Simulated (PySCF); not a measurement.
C₄H₆F₂O₂Si (SMILES O=C/C(=C\O[SiH3])C(F)F)

```xyz
15

O     0.7082    1.6788    0.5863
C    -0.4046    1.2050    0.6913
C    -0.8150   -0.0854    0.2137
C     0.0229   -0.9473   -0.4366
O     1.2597   -0.8022   -0.7390
Si    2.4840    0.3480   -0.5914
C    -2.2345   -0.5246    0.4216
F    -2.2979   -1.7035    1.0948
F    -2.8600   -0.7558   -0.7636
H    -1.2001    1.7877    1.1923
H    -0.3951   -1.9057   -0.7558
H     3.4664   -0.4856   -1.2956
H     2.2018    1.5129   -1.4119
H     2.8971    0.4767    0.7949
H    -2.8375    0.2092    0.9773
```

Geometry: GFN2-xTB.

Level of theory: CAM-B3LYP/def2-SVPD, SCF density, gas phase (PySCF).

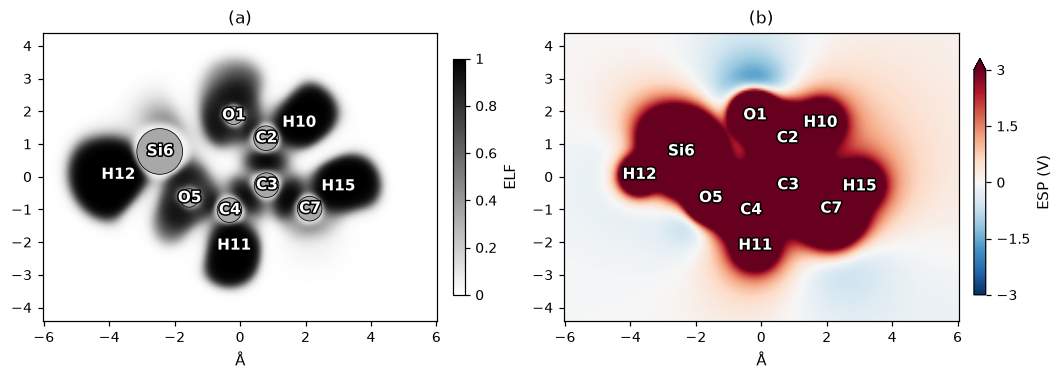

Figure 1. (a) ELF; (b) electrostatic potential on the plane of atoms C3, C2 and H10. Grey discs cover the atomic cores in the ELF map.

Interpret the plot.

- Atoms in the plane: O, C, Si and H.
- C–O (1.21 Å): the ELF peaks at about 0.90 between the atoms: a short, multiple covalent bond.
- C–C (1.37 Å): the ELF peaks at about 0.95 between the atoms: a covalent bond.
- Si–O (1.69 Å): the ELF peaks at about 0.90 between the atoms: a polar covalent bond.
- C–H (1.09 Å): the ELF climbs to about 1 towards the hydrogen, as it does in any bond to H: an ordinary covalent bond to hydrogen.
- C–O (1.28 Å): the ELF peaks at about 0.90 between the atoms (a short, strongly polar bond).
- The ELF also peaks beside O5 and O1, away from the bonds: lone-pair regions.
- Outside the dense part of the molecule the potential is most negative (−1.6 V) near O1.

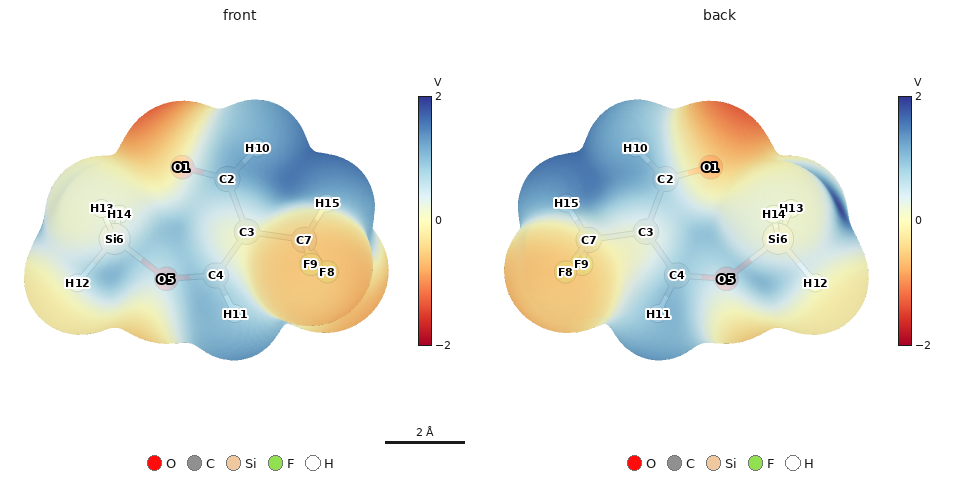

Figure 2. The electrostatic potential painted on the density surface at 0.002 e/bohr³, seen from the front and from behind; the colour scale runs from red (negative) to blue (positive).

Describe the electrostatic potential map.

The most negative region (about −1.2 V) lies over O1, the most positive (about +1.7 V) over Si6. O1 is the likeliest acceptor of a hydrogen bond.
